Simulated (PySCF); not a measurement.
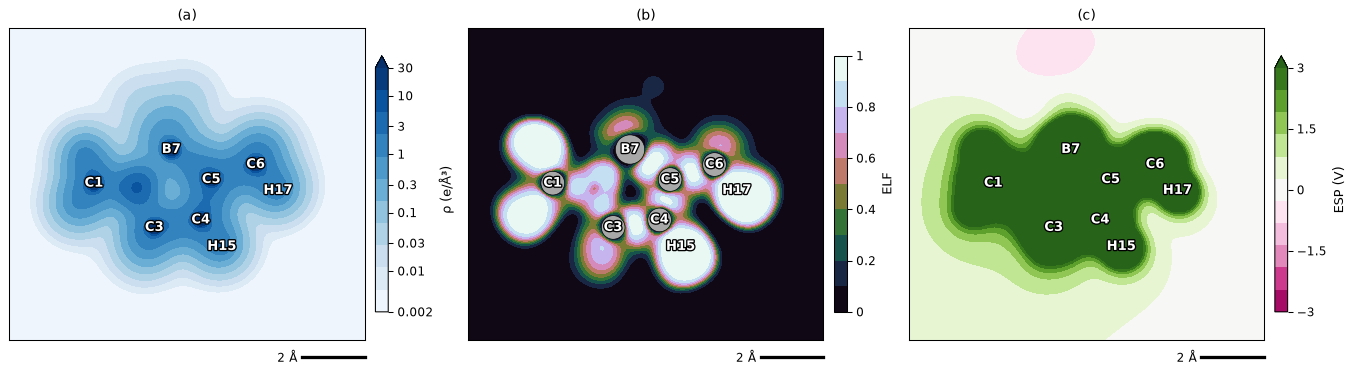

Figure 1: C₆H₁₅BOSi (SMILES COC/C=C(/C)B(C)[SiH3]). (a) electron density; (b) ELF; (c) molecular electrostatic potential on the plane of atoms C4, C5 and C6. Grey discs cover the atomic cores in the ELF map.

Geometry: GFN2-xTB.

Method: PBE0/pcSseg-1, SCF density, gas phase, non-relativistic in PySCF.

```xyz
24

C     1.8270    0.9632   -1.5431
O     1.1962   -0.0675   -0.8207
C     1.8705   -0.4522    0.3781
C     0.8241   -1.1475    1.1955
C    -0.4196   -0.9219    0.7802
C    -1.6238   -1.4891    1.4557
B    -0.4659    0.0457   -0.4885
C    -1.1837   -0.5647   -1.8058
Si   -0.9418    1.9136   -0.0151
H     1.2233    1.1606   -2.4267
H     1.9102    1.8814   -0.9529
H     2.8246    0.6371   -1.8517
H     2.2577    0.4394    0.8982
H     2.7222   -1.0971    0.1209
H     1.1329   -1.7475    2.0370
H    -2.1872   -2.1010    0.7527
H    -1.3559   -2.0975    2.3180
H    -2.2767   -0.6798    1.7809
H    -0.7974   -1.5482   -2.0721
H    -2.2528   -0.6791   -1.6359
H    -1.0768    0.0730   -2.6835
H    -0.0683    2.5139    1.0204
H    -0.8514    2.8925   -1.1203
H    -2.2990    2.0925    0.5196
```

Q: Read the bonding off the picture.

A:
- The section cuts through C, B and H sites.
- C–C (1.33 Å): the density is about 2.3 e/Å³ at the midpoint; the ELF peaks at about 0.95 between the atoms: a multiple bond.
- C–B (1.60 Å): the density is about 1.4 e/Å³ at the midpoint; the ELF peaks at about 1 between the atoms, as expected for localised, covalent bonding.
- C–H (1.08 Å): ρ is about 2 e/Å³ halfway; the ELF climbs to about 1 towards the hydrogen, as it does in any bond to H; an ordinary covalent bond to hydrogen.
- C–C (1.49 Å): ρ is about 1.7 e/Å³ halfway; the ELF peaks at about 0.95 between the atoms; a covalent bond.
- Outside the dense part of the molecule the potential is most negative (−0.4 V) near H21, which lies off the plane.
